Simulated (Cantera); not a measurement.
Feed: 1 mol Si₃N₄, 0.0047 mol Si, 0.034 mol H₂, equilibrated at 7.50 Torr.

Method: chemical equilibrium by Gibbs-energy minimisation in Cantera with the NASA 1993 tables (ideal gas, pure condensed phases). Candidate condensed phases: Si, Si₃N₄; 31 gas species. Ions and electrons are included (thermal ionisation). The tables' values for SiN are old estimates; treat these amounts as uncertain. Rates play no part.

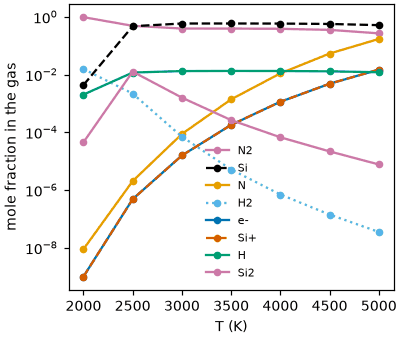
Figure: Equilibrium gas composition (values under 1e-9 drawn at 1e-9)

Task: Read off the mole fractions at 2000 K.

Result: N₂ about 0.98, H₂ about 0.016, Si about 0.0044, H about 0.0020, Si₂ about 4.5e-5.
